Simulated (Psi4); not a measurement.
# GaNH3 (SMILES [NH2][GaH]) at UM06-2X/def2-TZVP

What is the vertical ionisation energy of GaNH3 at UM06-2X/def2-TZVP? Input form: a Python script.

The results are computed with Psi4 1.11.

## Step 1: Starting point

GaNH3 has 5 atoms, charge 0, and is taken as a doublet. SMILES: `[NH2][GaH]`. Geometry: relaxed at PBE0-D4/def2-TZVP. This is one conformer, not always the lowest.

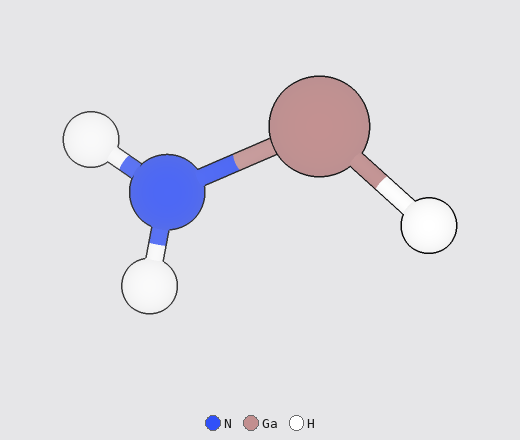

Viewed from a chosen angle; nitrogen blue, gallium pink, hydrogen white.

## Step 2: The energy at UM06-2X/def2-TZVP

File calc.py:

```python
import psi4

psi4.set_memory('2200 MB')
psi4.set_num_threads(1)
psi4.core.set_output_file('psi4.out', False)

m = psi4.geometry("""
0 2
N
Ga 1 1.825229
H 1 1.008068 2 123.79517
H 1 1.005722 3 111.8966 2 -179.99973
H 2 1.594126 1 116.86458 4 -179.93664
symmetry c1
no_reorient
no_com
""")

psi4.set_options({
    'reference': 'uks',
    'puream': True,
    'e_convergence': 1e-09,
    'd_convergence': 1e-08,
    'scf_type': 'pk',
    'dft_radial_points': 99,
    'dft_spherical_points': 590,
    'maxiter': 100,
})

e_tot = psi4.energy('m06-2x/def2-TZVP')
print(f'total energy {e_tot:.8f} hartree = {e_tot * 27.211386:.5f} eV')
```

The run is started by

```sh
python calc.py
```

psi4.out:

```text
[...]
  Running in c1 symmetry.
[...]
  Nuclear repulsion =   95.419932275568016
[...]
  Multiplicity = 2
[...]
  Nalpha       = 21
  Nbeta        = 20
[...]
    Number of basis functions: 97
[...]
   @UKS iter   1: -1979.50342308153176   -2.08256e+00   3.27900e-02 ADIIS/DIIS
[...]
   @UKS iter  14: -1981.37309582407624   -7.95808e-12   4.68789e-09 DIIS
[...]
   @S^2 Observed:                7.528115970E-01
[...]
    Orbital Energies [Eh]
    ---------------------
    Alpha Occupied:
       1A   -374.739482     2A    -46.615945     3A    -41.370977
       4A    -41.369909     5A    -41.367793     6A    -14.720721
       7A     -5.745812     8A     -4.021118     9A     -4.017401
      10A     -4.012635    11A     -0.995744    12A     -0.985179
      13A     -0.984745    14A     -0.982006    15A     -0.978938
      16A     -0.912957    17A     -0.546583    18A     -0.515152
      19A     -0.397153    20A     -0.323289    21A     -0.239413
    Alpha Virtual:
      22A     -0.007305    23A      0.054320    24A      0.112948
      25A      0.133285    26A      0.136648    27A      0.206697
[...]
  @UKS Final Energy: -1981.37309582407624
   => Energetics <=
    Nuclear Repulsion Energy =             95.4199322755680157
    One-Electron Energy =               -2951.1205744010767376
    Two-Electron Energy =                 913.6079309792792174
    DFT Exchange-Correlation Energy =     -39.2803846778467971
    Empirical Dispersion Energy =           0.0000000000000000
    VV10 Nonlocal Energy =                  0.0000000000000000
    Total Energy =                      -1981.3730958240762448
[...]
 Multipole Moments:
 ------------------------------------------------------------------------------------
     Multipole            Electronic (a.u.)      Nuclear  (a.u.)        Total (a.u.)
 ------------------------------------------------------------------------------------
 L = 1.  Multiply by 2.5417464519 to convert [e a0] to [Debye]
 Dipole X            :          0.0018002           -0.0015462            0.0002540
 Dipole Y            :         -1.5089262            1.4022863           -0.1066400
 Dipole Z            :          4.7531714           -5.0867285           -0.3335571
 Magnitude           :                                                    0.3501892
[...]
```

Standard output:

```text
total energy -1981.37309582 hartree = -53915.90812 eV
```

It took 54 s on 1 thread of Intel Xeon Platinum 8259CL at 2.50GHz (Skylake/Cascade Lake), shared host; peak memory 1.3 GiB.

## Step 3: The singlet cation

File job.py:

```python
import psi4

psi4.set_memory(2200000000)
psi4.set_num_threads(1)
psi4.set_output_file('run.log', False)

molecule = psi4.geometry("""
1 1
N
Ga 1 1.825229
H 1 1.008068 2 123.79517
H 1 1.005722 3 111.8966 2 -179.99973
H 2 1.594126 1 116.86458 4 -179.93664
symmetry c1
""")

psi4.set_options({
    'basis': 'def2-TZVP',
    'puream': True,
    'e_convergence': 1e-09,
    'd_convergence': 1e-08,
    'scf_type': 'pk',
    'dft_radial_points': 99,
    'dft_spherical_points': 590,
})

e = psi4.energy('m06-2x')
print(f'm06-2x energy: {e:.10f} Eh')
for k, v in sorted(psi4.core.scalar_variables().items()):
    print(f'{k:45s} {v:18.10f}')
```

The run is started by

```sh
python job.py
```

run.log:

```text
[...]
  Running in c1 symmetry.
[...]
  Nuclear repulsion =   95.419932275568016
[...]
  Multiplicity = 1
[...]
  Nalpha       = 20
  Nbeta        = 20
[...]
    Number of basis functions: 97
[...]
   @RKS iter   1: -1979.44749366791098   -2.02663e+00   3.17319e-02 ADIIS/DIIS
[...]
   @RKS iter  12: -1981.07970494646361   -2.04636e-12   4.36932e-09 DIIS
[...]
    Orbital Energies [Eh]
    ---------------------
    Doubly Occupied:
       1A   -375.046492     2A    -46.921180     3A    -41.676249
       4A    -41.676180     5A    -41.672707     6A    -14.953178
       7A     -6.049345     8A     -4.323932     9A     -4.323341
      10A     -4.314329    11A     -1.291465    12A     -1.290792
      13A     -1.289879    14A     -1.281404    15A     -1.281392
      16A     -1.139984    17A     -0.763790    18A     -0.751396
      19A     -0.634688    20A     -0.544622
[...]
  @RKS Final Energy: -1981.07970494646361
   => Energetics <=
    Nuclear Repulsion Energy =             95.4199322755680157
    One-Electron Energy =               -2939.5655086039055277
    Two-Electron Energy =                 902.2103327738237795
    DFT Exchange-Correlation Energy =     -39.1444613919500952
    Empirical Dispersion Energy =           0.0000000000000000
    VV10 Nonlocal Energy =                  0.0000000000000000
    Total Energy =                      -1981.0797049464638349
[...]
 Multipole Moments:
 ------------------------------------------------------------------------------------
     Multipole            Electronic (a.u.)      Nuclear  (a.u.)        Total (a.u.)
 ------------------------------------------------------------------------------------
 L = 1.  Multiply by 2.5417464519 to convert [e a0] to [Debye]
 Dipole X            :          0.0017454           -0.0015462            0.0001992
 Dipole Y            :         -1.7917629            1.4022863           -0.3894766
 Dipole Z            :          5.3854024           -5.0867285            0.2986739
 Magnitude           :                                                    0.4908138
[...]
```

Standard output:

```text
m06-2x energy: -1981.0797049465 Eh
CURRENT ENERGY                                  -1981.0797049465
CURRENT REFERENCE ENERGY                        -1981.0797049465
DD SOLVATION ENERGY                                 0.0000000000
DFT FUNCTIONAL TOTAL ENERGY                     -1981.0797049465
DFT TOTAL ENERGY                                -1981.0797049465
DFT VV10 ENERGY                                     0.0000000000
DFT XC ENERGY                                     -39.1444613920
GRID ELECTRONS ALPHA                               20.0000000155
GRID ELECTRONS BETA                                20.0000000155
GRID ELECTRONS TOTAL                               40.0000000310
NUCLEAR REPULSION ENERGY                           95.4199322756
ONE-ELECTRON ENERGY                             -2939.5655086039
PCM POLARIZATION ENERGY                             0.0000000000
PE ENERGY                                           0.0000000000
SCF ITERATION ENERGY                            -1981.0797049465
SCF ITERATIONS                                     12.0000000000
SCF TOTAL ENERGY                                -1981.0797049465
TWO-ELECTRON ENERGY                               902.2103327738
XC GRID RADIAL POINTS                              99.0000000000
XC GRID SPHERICAL POINTS                          590.0000000000
XC GRID TOTAL POINTS                           279239.0000000000
```

Wall time 33 s (1 thread of Intel Xeon Platinum 8259CL at 2.50GHz (Skylake/Cascade Lake), shared host); peak memory 1.3 GiB.

## Step 4: Outcome

Level: UM06-2X/def2-TZVP.

| quantity | value |
| --- | --- |
| doublet GaNH3: total energy | -1981.37310 Eh |
| doublet GaNH3: dipole moment | 0.89 D |
| doublet GaNH3: HOMO energy (highest over α and β) | -6.51 eV |
| doublet GaNH3: LUMO energy (lowest over α and β) | -2.93 eV |
| doublet GaNH3: ⟨S²⟩ | 0.753 |
| singlet cation: total energy | -1981.07970 Eh |
| singlet cation: HOMO energy | -14.82 eV |
| singlet cation: LUMO energy | -9.61 eV |
| singlet cation: HOMO–LUMO gap | 5.21 eV |
| vertical ionisation energy (to the singlet cation) | 7.984 eV |

In words: The vertical ionisation energy comes to 7.98 eV (770 kJ/mol). Only the singlet of the ionised species was computed; a triplet could lie lower.
